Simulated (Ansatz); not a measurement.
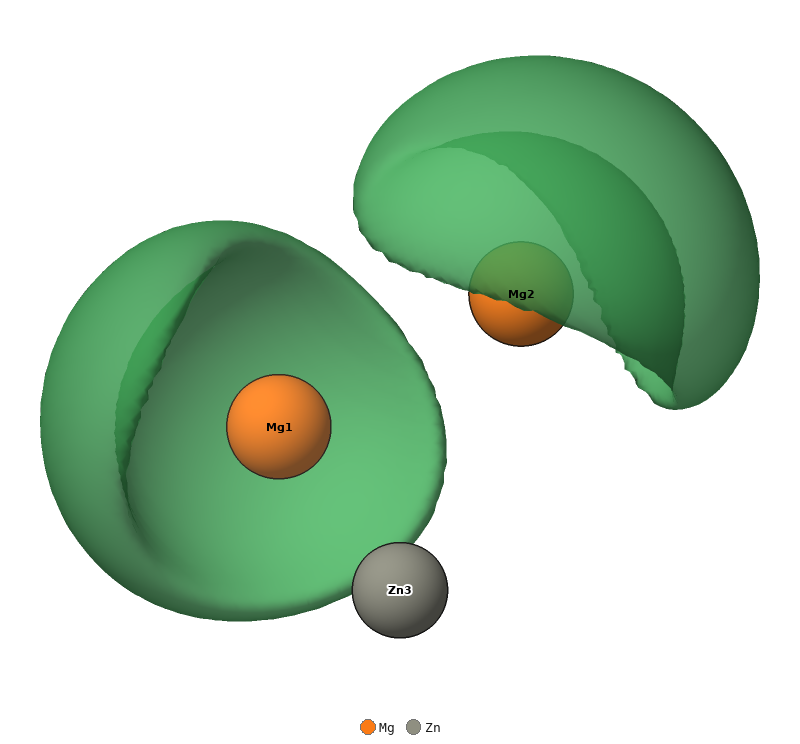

Figure. Mg···Mg···Zn (charge −1, doublet). Isosurface of the ELF at 0.85 (green), seen at an oblique angle. Only the valence region is drawn (cores and ρ < 0.01 e/Å³ removed).

Geometry: PBE0/def2-TZVPD; the highest occupied orbital lies above zero, a sign that basis and functional describe the outermost electron poorly.

These are results of UKS PBE0/def2-TZVPD in Ansatz 0.2.0, not measurements.

```xyz
3

Mg    0.0990   -0.0455    0.0305
Mg    1.3076    0.0202   -2.7844
Zn   -1.3405    0.9704   -2.2315
```

Question: Where are the electrons localised?

Answer: The surface consists of two regions wrapped around Mg (the valence shell of each). Along the contacts the grid gives the following. Mg2···Zn3 (2.87 Å): the ELF is about 0.40 at the midpoint. Mg–Zn (2.87 Å): the ELF is about 0.40 at the midpoint.
